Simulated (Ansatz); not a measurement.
# RbVS3 (model cell, started as cubic perovskite with V in the octahedra): a soft mode frozen in, part 2 of 2

Aim: this structure of RbVS3 (model cell, started as cubic perovskite with V in the octahedra) is to be tested for unstable modes, and one is followed downhill.

Ansatz 0.2.0; DFT PBEsol, scalar-relativistic, plane waves, PAW; PAW set soft_1.

So far, highest frequency on the path or at a solved wavevector (cm⁻¹): step 2 (response at finite wavevector) 417. Also lowest frequency on the path (cm⁻¹): step 2 -248.

The structure was built from a prototype and need not be the compound's stable phase.

**3. The mode frozen in, largest atomic shift 0 Å**

The mode followed lies at q = (0.25, -0.5, -0.5) with frequency 167.2i cm⁻¹, one of the unstable modes though not the softest. At small amplitude the distorted cell has space group no. 140 by a symmetry search on the positions. The undistorted cell that holds it gives the zero of energy on the same k mesh.

System of this step: RbVS3 (model cell, started as cubic perovskite with V in the octahedra). It takes space group Pm-3m (No. 221, cubic). The conventional cell has a = 4.643 Å, b = 4.643 Å, c = 4.643 Å, α = 90.00°, β = 90.00°, γ = 90.00°. Nearest to Rb lie 12 S at 3.28 Å. Nearest to V lie 6 S at 2.32 Å. Nearest to S lie 2 V at 2.32 Å and 4 Rb at 3.28 Å. S has 2 V at 2.32 Å and 4 Rb at 3.28 Å nearest. Farther neighbours and most contacts between anions are not listed.

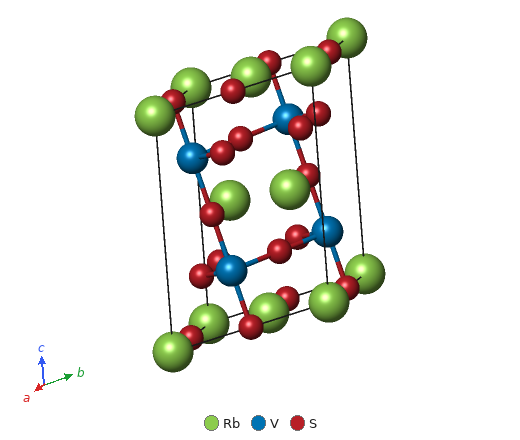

The cell of this step (rubidium green, vanadium blue, sulfur red). Some periodic images of atoms are drawn too.

Contents of input.yaml:

```yaml
crystal:
  lattice:
    - [0.0, -4.6426622666, -4.6426622666]
    - [0.0, -4.6426622666, 4.6426622666]
    - [-9.2853245332, -4.6426622666, 0.0]
  atoms:
    - { symbol: Rb, position: [0.75, 0.75, 0.5] }
    - { symbol: Rb, position: [0.25, 0.25, 0.5] }
    - { symbol: Rb, position: [0.5, 0.5, 0.0] }
    - { symbol: Rb, position: [0.0, 0.0, 0.0] }
    - { symbol: V, position: [0.375, 0.875, 0.25] }
    - { symbol: V, position: [0.875, 0.375, 0.25] }
    - { symbol: V, position: [0.125, 0.625, 0.75] }
    - { symbol: V, position: [0.625, 0.125, 0.75] }
    - { symbol: S, position: [0.625, 0.625, 0.25] }
    - { symbol: S, position: [0.125, 0.125, 0.25] }
    - { symbol: S, position: [0.375, 0.375, 0.75] }
    - { symbol: S, position: [0.875, 0.875, 0.75] }
    - { symbol: S, position: [0.625, 0.125, 0.25] }
    - { symbol: S, position: [0.125, 0.625, 0.25] }
    - { symbol: S, position: [0.375, 0.875, 0.75] }
    - { symbol: S, position: [0.875, 0.375, 0.75] }
    - { symbol: S, position: [0.25, 0.75, 0.5] }
    - { symbol: S, position: [0.75, 0.25, 0.5] }
    - { symbol: S, position: [0.0, 0.5, 0.0] }
    - { symbol: S, position: [0.5, 0.0, 0.0] }
kpoints:
  mp_grid: { grid: [6, 6, 6] }
hamiltonian:
  xc: pbesol
  pseudopotentials: { kind: paw, azcp: { folder: soft_1 }, xc_functional: pbe }
scf:
  occupations: { method: methfessel_paxton, width: 0.2 }
output:
  forces: true
  stress: true
  eigenvalues: true
```

Launch:

```console
$ ansatz run input.yaml --threads 4 --pin off --max-ram 16384MiB --backend cpu --events-out ev --progress --plain --runs-dir out
```

Numbers of over 12 decimals in the logs are rounded to 6 here.

The log of the run:

```text
[...]
Crystal: 20 atoms, lattice volume = 400.278 Å³
Basis set: ecut = 420 eV, 7815 PW (Γ), exchange–correlation on 90×90×144 points (8 copies of the dense FFT grid, shifted against one another)
Bands: 100, of which v1, the nominal top of the filled ones, is band 80 counted from 1 (79 counted from 0)
Symmetry: 64 space group operations
[...]
k-points: 30 of 216
[...]
k-point 0: bands = [... 76 lower, 7.2625, 7.2625, 7.2625, 7.7140, 7.7140, 7.7149, 8.1535, 8.1535, ... 16 higher]
  k-point 1: bands = [... 76 lower, 7.1539, 7.3257, 7.7420, 7.7420, 7.7985, 7.7985, 8.1337, 8.1735, ... 16 higher]
  k-point 2: bands = [... 76 lower, 7.2132, 7.2132, 8.0608, 8.0608, 8.0794, 8.0794, 8.1195, 8.1884, ... 16 higher]
  k-point 29: bands = [... 76 lower, 6.6288, 6.9370, 7.5000, 7.7057, 7.9175, 8.0209, 8.4466, 8.5833, ... 16 higher]
[key lines of the parts left out:]
SCF converged after 9 iterations
Free energy (F): -35043.345403 eV
Fermi energy:    7.812959 eV
P = ⅓ Tr σ = -0.0244 GPa (-0.244 kbar)
```

Wall time 23 s (4 threads of Arm Neoverse V1, shared host); peak memory 1.6 GiB; 91 s of CPU time.

This step gave:

- pressure: -0.02441 GPa
- energy from the undistorted cell: 0 meV/atom

The run ends at a pressure of -0.02 GPa.

**4. The mode frozen in, largest atomic shift 0.04 Å**

The atoms are moved along the unstable eigenvector, the largest shift by 0.04 Å, with the cell fixed.

input.yaml, as its differences from that of step 3:

```diff
@@ -14,10 +14,10 @@
     - { symbol: V, position: [0.625, 0.125, 0.75] }
-    - { symbol: S, position: [0.625, 0.625, 0.25] }
-    - { symbol: S, position: [0.125, 0.125, 0.25] }
-    - { symbol: S, position: [0.375, 0.375, 0.75] }
-    - { symbol: S, position: [0.875, 0.875, 0.75] }
-    - { symbol: S, position: [0.625, 0.125, 0.25] }
-    - { symbol: S, position: [0.125, 0.625, 0.25] }
-    - { symbol: S, position: [0.375, 0.875, 0.75] }
-    - { symbol: S, position: [0.875, 0.375, 0.75] }
+    - { symbol: S, position: [0.6293078731, 0.6206921269, 0.25] }
+    - { symbol: S, position: [0.1206921269, 0.1293078731, 0.25] }
+    - { symbol: S, position: [0.3793078731, 0.3706921269, 0.75] }
+    - { symbol: S, position: [0.8706921269, 0.8793078731, 0.75] }
+    - { symbol: S, position: [0.6206921269, 0.1206921269, 0.25] }
+    - { symbol: S, position: [0.1293078731, 0.6293078731, 0.25] }
+    - { symbol: S, position: [0.3706921269, 0.8706921269, 0.75] }
+    - { symbol: S, position: [0.8793078731, 0.3793078731, 0.75] }
     - { symbol: S, position: [0.25, 0.75, 0.5] }
```

The log of the run:

```text
[...]
Crystal: 20 atoms, lattice volume = 400.278 Å³
Basis set: ecut = 420 eV, 7815 PW (Γ), exchange–correlation on 90×90×144 points (8 copies of the dense FFT grid, shifted against one another)
Bands: 100, of which v1, the nominal top of the filled ones, is band 80 counted from 1 (79 counted from 0)
Symmetry: 16 space group operations
[...]
k-points: 30 of 216
[...]
k-point 0: bands = [... 76 lower, 7.2681, 7.2810, 7.2810, 7.7166, 7.7166, 7.7198, 8.1783, 8.1788, ... 16 higher]
  k-point 1: bands = [... 76 lower, 7.1548, 7.3301, 7.7504, 7.7504, 7.8018, 7.8018, 8.1591, 8.1984, ... 16 higher]
  k-point 2: bands = [... 76 lower, 7.2122, 7.2122, 8.0497, 8.0497, 8.1006, 8.1006, 8.1450, 8.2130, ... 16 higher]
  k-point 29: bands = [... 76 lower, 6.6480, 6.9416, 7.5011, 7.7155, 7.9126, 8.0349, 8.4482, 8.5883, ... 16 higher]
[key lines of the parts left out:]
SCF converged after 9 iterations
Free energy (F): -35043.350200 eV
Fermi energy:    7.820081 eV
P = ⅓ Tr σ = 0.1069 GPa (1.069 kbar)
```

Run time: 24 s. Hardware: 4 threads; peak memory 1.6 GiB; 94 s of CPU time.

This step gave:

| Quantity | Value |
| --- | --- |
| pressure | 0.1069 GPa |
| energy from the undistorted cell | -0.419 meV/atom |

The energy, extrapolated to zero smearing, is -0.42 meV/atom against the undistorted cell.

The run ends at a pressure of 0.11 GPa, with forces up to 0.0056 eV/Å.

**5. Energy along the mode, all amplitudes (two of the runs are shown above)**

An imaginary frequency means negative curvature, so the energy should fall and then rise again as anharmonic terms take over.

Numbers from this step:

```
depth at the lowest point sampled  : 0.419 meV/atom
largest atomic shift at that point : 0.04 Å
```

Table of energy from the parent by largest atomic shift:

```csv
largest atomic shift (Å),energy from the parent (meV/atom)
0.0000,0
0.0400,-0.419
0.0800,0.915
0.1400,13.6
```

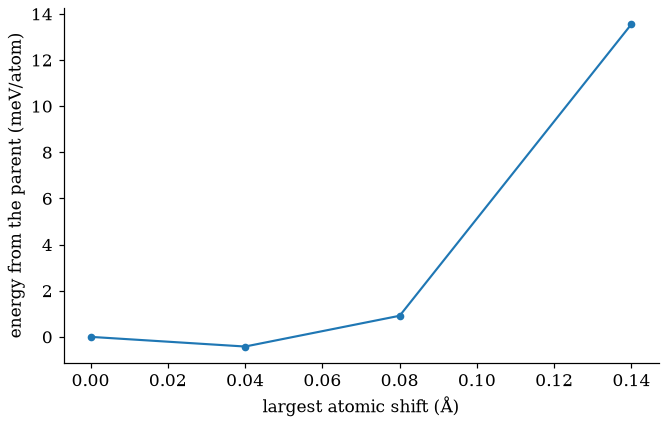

Energy from the parent against largest atomic shift.

Displacement at unit largest shift by atom:

```csv
atom,x (Å),y (Å),z (Å),size
Rb1,0.00,0.00,0.00,0.00
Rb2,0.00,0.00,0.00,0.00
Rb3,0.00,0.00,0.00,0.00
Rb4,0.00,0.00,0.00,0.00
V5,0.00,0.00,0.00,0.00
V6,0.00,0.00,0.00,0.00
V7,0.00,0.00,0.00,0.00
V8,0.00,0.00,0.00,0.00
S9,0.00,0.00,-1.00,1.00
S10,0.00,0.00,1.00,1.00
S11,0.00,0.00,-1.00,1.00
S12,0.00,0.00,1.00,1.00
S13,0.00,1.00,0.00,1.00
S14,0.00,-1.00,0.00,1.00
S15,0.00,1.00,0.00,1.00
S16,0.00,-1.00,0.00,1.00
S17,0.00,0.00,0.00,0.00
S18,0.00,0.00,0.00,0.00
S19,0.00,0.00,0.00,0.00
S20,0.00,0.00,0.00,0.00
```

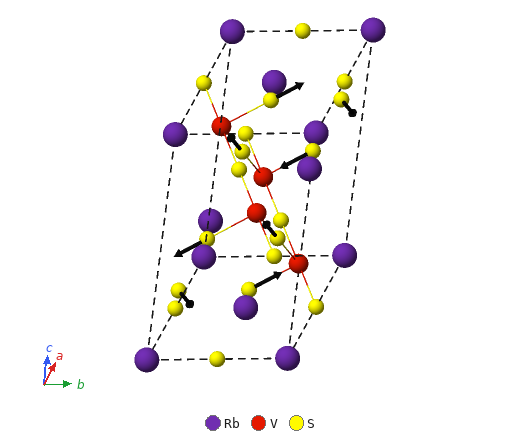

Displacement at unit largest shift as arrows, the longest 1 Å. Some periodic images of atoms are drawn too.

The lowest of the steps tried is at 0.04 Å, 0.419 meV/atom below the parent; the bottom of the well need not coincide with a step.

**6. Relaxation from the frozen mode**

Starting from the lowest point found, all atoms and the cell are let go, so that strain and other modes of the same symmetry can join in.

input.yaml, as its differences from that of step 4:

```diff
@@ -37 +37,6 @@
   eigenvalues: true
+relax:
+  adjacent_minimum: "off"
+  f_tol: 0.002
+  max_steps: 120
+  cell: { stress_tol: 0.03 }
```

The log of the run:

```text
[...]
Crystal: 20 atoms, lattice volume = 400.278 Å³
Basis set: ecut = 420 eV, 7815 PW (Γ), exchange–correlation on 90×90×144 points (8 copies of the dense FFT grid, shifted against one another)
Bands: 100, of which v1, the nominal top of the filled ones, is band 80 counted from 1 (79 counted from 0)
Symmetry: 16 space group operations
[...]
k-points: 30 of 216
[...]
SCF iter   1: F=—  HF=-35045.357278 eV  |F-HF|=—  |Δ(HF+E_count)|=         —  Δρ=3.14e-2  dr2=6.03e0  ethr=3.10e-3  ⟨swp⟩=8.2  Hψ=13035  notcnv=0
[...]
SCF iter   9: F=-35043.350200 eV  HF=-35043.350200 eV  |F-HF|=1.91e-8  |Δ(HF+E_count)|=   1.29e-7  S|Δr|=    0.00e0  Δρ=3.06e-6  dr2=4.16e-8  ethr=6.25e-11  ⟨swp⟩=11.7  Hψ=14282  notcnv=0
SCF 1 converged in 9 iterations: F = -35043.350200 eV  dr2 = 4.16e-8
[...]
relax step   1: F+E_penalty+E_count = -35043.35020025 eV  Δ(F+E_penalty+E_count) = +0.000e0 eV  max|allowed force component| = 5.621e-3 eV/Å  Δτ_max = 0.0000 Å  P = +0.107 GPa  Ω = 400.278 Å³  (9 SCF iters, dr2 threshold 1.00e-7 eV, accepted)
Crystal: 20 atoms, lattice volume = 400.739 Å³
[...]
SCF iter   6: F=-35043.350286 eV  HF=-35043.350286 eV  |F-HF|=5.60e-9  |Δ(HF+E_count)|=   1.11e-8  S|Δr|=    0.00e0  Δρ=6.09e-7  dr2=7.87e-9  ethr=2.52e-11  ⟨swp⟩=4.7  Hψ=9354  notcnv=0
SCF 2 converged in 6 iterations: F = -35043.350286 eV  dr2 = 7.87e-9
relax step   2: F+E_penalty+E_count = -35043.35028601 eV  Δ(F+E_penalty+E_count) = -8.575e-5 eV  max|allowed force component| = 4.304e-3 eV/Å  Δτ_max = 0.0008 Å  P = +0.017 GPa  Ω = 400.739 Å³  energy of the carried Pulay correction = -1.301e-4 eV  (6 SCF iters, dr2 threshold 4.03e-8 eV, accepted)
Crystal: 20 atoms, lattice volume = 400.862 Å³
Basis set: ecut = 420 eV, 7831 PW (Γ), exchange–correlation on 90×90×144 points (8 copies of the dense FFT grid, shifted against one another)
[...]
SCF iter   6: F=-35043.350282 eV  HF=-35043.350282 eV  |F-HF|=3.13e-10  |Δ(HF+E_count)|=  6.55e-11  S|Δr|=    0.00e0  Δρ=1.84e-7  dr2=5.02e-10  ethr=1.00e-12  ⟨swp⟩=5.2  Hψ=11158  notcnv=0
SCF 3 converged in 6 iterations: F = -35043.350282 eV  dr2 = 5.02e-10
relax step   3: F+E_penalty+E_count = -35043.35028210 eV  Δ(F+E_penalty+E_count) = +3.909e-6 eV  max|allowed force component| = 4.356e-3 eV/Å  Δτ_max = 0.0003 Å  P = -0.005 GPa  Ω = 400.862 Å³  energy of the carried Pulay correction = -1.647e-4 eV  (6 SCF iters, dr2 threshold 1.16e-9 eV, accepted)
[...]
relax step   4: F+E_penalty+E_count = -35043.35030814 eV  Δ(F+E_penalty+E_count) = -2.604e-5 eV  max|allowed force component| = 2.211e-3 eV/Å  Δτ_max = 0.0010 Å  P = +0.001 GPa  Ω = 400.864 Å³  energy of the carried Pulay correction = -1.653e-4 eV  (7 SCF iters, dr2 threshold 1.19e-9 eV, accepted)
[...]
relax step   5: F+E_penalty+E_count = -35043.35030799 eV  Δ(F+E_penalty+E_count) = +1.469e-7 eV  max|allowed force component| = 5.059e-4 eV/Å  Δτ_max = 0.0010 Å  P = -0.001 GPa  Ω = 400.905 Å³  energy of the carried Pulay correction = -1.766e-4 eV  (8 SCF iters, dr2 threshold 3.06e-10 eV, accepted)
[...]
SCF iter   5: F=-35043.350471 eV  HF=-35043.350471 eV  |F-HF|=0.00e0  |Δ(HF+E_count)|=  4.37e-11  S|Δr|=    0.00e0  Δρ=4.32e-8  dr2=8.25e-12  ethr=1.00e-12  ⟨swp⟩=6.9  Hψ=13086  notcnv=0
SCF 6 converged in 5 iterations: F = -35043.350471 eV  dr2 = 8.25e-12
relax step   6: F+E_penalty+E_count = -35043.35047113 eV  Δ(F+E_penalty+E_count) = -1.631e-4 eV  max|allowed force component| = 5.056e-4 eV/Å  Δτ_max = 0.0000 Å  P = -0.001 GPa  Ω = 400.905 Å³  stress off target by 9.87e-4 GPa  SCF on the basis re-selected at this cell (its energy is not comparable with the rows above)  (5 SCF iters)
basis re-selected at this cell: Δ(F+E_penalty+E_count) = -1.631e-4 eV, ΔP = +0.000 GPa vs the last step (what re-selecting the basis moved, of the pressure what is left beyond the Pulay correction that the steps carried, after the strain that the cell walked since its last selection, with what the two solves' SCF thresholds leave and, on support functions, any second-order correction that the steps lacked; it is no m [...]
SCF converged after 5 iterations
[...]
Free energy (F): -35043.350471 eV
[...]
Internal energy: -35043.369380 eV  (E = F + TS)
E sigma→0 (E₀):  -35043.355198 eV
Entropy (-TS):   0.018909 eV (0.945 meV/atom)
Fermi energy:    7.799606 eV
[...]
--- Forces (eV/Å), atoms counted from 1 ---
  atom   1  Rb     0.00000000     0.00000000    -0.00000000
  atom   2  Rb     0.00000000    -0.00000000    -0.00000000
  atom   3  Rb    -0.00000000     0.00000000     0.00000000
  atom   4  Rb     0.00000000    -0.00000000    -0.00000000
  atom   5  V     -0.00050556    -0.00000000    -0.00000000
  atom   6  V     -0.00050556     0.00000000     0.00000000
  atom   7  V      0.00050556     0.00000000     0.00000000
  atom   8  V      0.00050556    -0.00000000    -0.00000000
  atom   9  S      0.00010241     0.00000000    -0.00001145
  atom  10  S      0.00010241    -0.00000000     0.00001145
  atom  11  S     -0.00010241     0.00000000    -0.00001145
  atom  12  S     -0.00010241    -0.00000000     0.00001145
  atom  13  S      0.00010241     0.00001145     0.00000000
  atom  14  S      0.00010241    -0.00001145     0.00000000
  atom  15  S     -0.00010241     0.00001145    -0.00000000
  atom  16  S     -0.00010241    -0.00001145    -0.00000000
  atom  17  S      0.00000000     0.00000000    -0.00000000
  atom  18  S      0.00000000     0.00000000    -0.00000000
  atom  19  S     -0.00000000     0.00000000     0.00000000
  atom  20  S      0.00000000    -0.00000000    -0.00000000
  max |Σ_I F_I| component: 1.40e-17 eV/Å
--- Stress (GPa, compression-positive) ---
        0.000397      -0.000000      -0.000000
       -0.000000      -0.000987      -0.000000
       -0.000000      -0.000000      -0.000987
  P = ⅓ Tr σ = -0.0005 GPa (-0.005 kbar)
--- Band table (eV; the first three rows and the last of 30) ---
  k-point 0: bands = [... 76 lower, 7.2494, 7.2634, 7.2634, 7.6941, 7.6941, 7.6976, 8.1573, 8.1576, ... 16 higher]
  k-point 1: bands = [... 76 lower, 7.1330, 7.3091, 7.7313, 7.7313, 7.7800, 7.7800, 8.1380, 8.1772, ... 16 higher]
  k-point 2: bands = [... 76 lower, 7.1910, 7.1910, 8.0277, 8.0277, 8.0816, 8.0816, 8.1239, 8.1918, ... 16 higher]
  k-point 29: bands = [... 76 lower, 6.6327, 6.9218, 7.4817, 7.6982, 7.8923, 8.0164, 8.4245, 8.5689, ... 16 higher]
--- Relaxed structure (5 steps of the walk, 5 accepted, 1 SCFs on fresh bases) ---
  F+E_penalty+E_count = -35043.35047113 eV   max|allowed force component| = 5.056e-4 eV/Å   (the final SCF, on the basis selected at the relaxed cell)
  cell:  # Å, volume = 400.9046 Å³
    - [0, -4.646285, -4.646285]
    - [0, -4.646285, 4.646285]
    - [-9.285375, -4.646285, 0]
  atoms:
    - { symbol: Rb, position: [0.75, 0.75, 0.5] }
    - { symbol: Rb, position: [0.25, 0.25, 0.5] }
    - { symbol: Rb, position: [0.5, 0.5, 0] }
    - { symbol: Rb, position: [0, 0, 0] }
    - { symbol: V, position: [0.375057, 0.875057, 0.249885] }
    - { symbol: V, position: [0.875057, 0.375057, 0.249885] }
    - { symbol: V, position: [0.124943, 0.624943, 0.750115] }
    - { symbol: V, position: [0.624943, 0.124943, 0.750115] }
    - { symbol: S, position: [0.629611, 0.620476, 0.249913] }
    - { symbol: S, position: [0.120476, 0.129611, 0.249913] }
    - { symbol: S, position: [0.379524, 0.370389, 0.750087] }
    - { symbol: S, position: [0.870389, 0.879524, 0.750087] }
    - { symbol: S, position: [0.620476, 0.120476, 0.249913] }
    - { symbol: S, position: [0.129611, 0.629611, 0.249913] }
    - { symbol: S, position: [0.370389, 0.870389, 0.750087] }
    - { symbol: S, position: [0.879524, 0.379524, 0.750087] }
    - { symbol: S, position: [0.25, 0.75, 0.5] }
    - { symbol: S, position: [0.75, 0.25, 0.5] }
    - { symbol: S, position: [0.0, 0.5, 0] }
    - { symbol: S, position: [0.5, 0.0, 0] }
```

Elapsed: 2.5 min, on 4 threads; peak memory 1.6 GiB; 9.9 min of CPU time.

Little changed from the start: no atom moved by 0.005 Å and no cell edge by 0.1 %.

This step gave:

| Quantity | Value |
| --- | --- |
| pressure | -5.26e-4 GPa |
| volume per atom | 20.05 Å³ |

The distorted start has space group I4/mcm; the relaxation ends in I4/mcm.

**7. The phases reached**

The phases reached along the modes that were followed are set side by side.

Energies are those of the first relaxation, on the mesh of the frozen mode; space group, volume and gap are those of the last relaxation. Phases, by row:

```csv
mode frozen in,space group,energy from parent (meV/atom),volume (Å³/atom),gap on mesh (eV),lowest zone-centre optical mode (cm⁻¹),largest shift (Å)
parent,Pm-3m,0,20.01,0,–,–
"q = (-0.5, -0.5, -0.5), 248i cm⁻¹",I4/mmm,-4.08,20.15,0,-95.7,0.101
"q = (-0.5, -0.5, -0.5), 248i cm⁻¹",I4/mcm,-4.46,20.17,0,-71.3,0.092
"q = (-0.5, -0.5, -0.5), 248i cm⁻¹",I4/mcm,-4.46,20.17,0,-71.4,0.092
"q = (0.25, -0.5, -0.5), 167i cm⁻¹",I4/mcm,-0.45,20.05,0,–,0.042
```

**8. Results**

* unstable mode of the parent: q = (0.25, -0.5, -0.5), 167i cm⁻¹
* depth at the lowest point sampled: 0.419 meV/atom
* largest atomic shift at that point: 0.04 Å
* space group reached (within 0.01 Å): I4/mcm
* energy gained over the parent (first relaxation, on the mesh of the frozen mode): 0.447 meV/atom
* volume per atom, phase reached: 20.0 Å³

**Reading.** Along this mode the structure falls into I4/mcm, 0.447 meV/atom below the parent. At the parent's cell the well is 0.419 meV/atom deep on the steps tried, with its lowest point at a shift of 0.04 Å. Relaxing atoms and cell changes the gain by +0.03 meV/atom against the lowest step (energies at zero smearing). The modes of the phase reached were not computed on this path. How so shallow a well moves with the k mesh was not tested. Of the 4 patterns followed to their end from this parent, this one ends 4.01 meV/atom above the lowest, I4/mcm. Each path keeps the symmetry of its pattern, so a lower phase may lie along a pattern not tried. With no gap, or one that is small against the smearing, the frequencies hang on the k mesh and the smearing, most of all near Kohn anomalies. The phonon runs are without spin polarisation, although V often carries a moment. The PAW files were made for PBE and serve the other functionals too. A phonon run warned that its eigensolver left some bands unconverged in a pass. The starting cell was built on a prototype and not taken from a measurement, so the phase need not exist.

[Logs are printed without paths, hosts, clocks, repeated set-up lines and the standing remarks that a program may print on its own settings, such as how far it seeks lower states.]

[Hosts, paths, dates, database ids (printed as entryN), source tags and the programs' standing remarks are cut or masked in the printed files.]
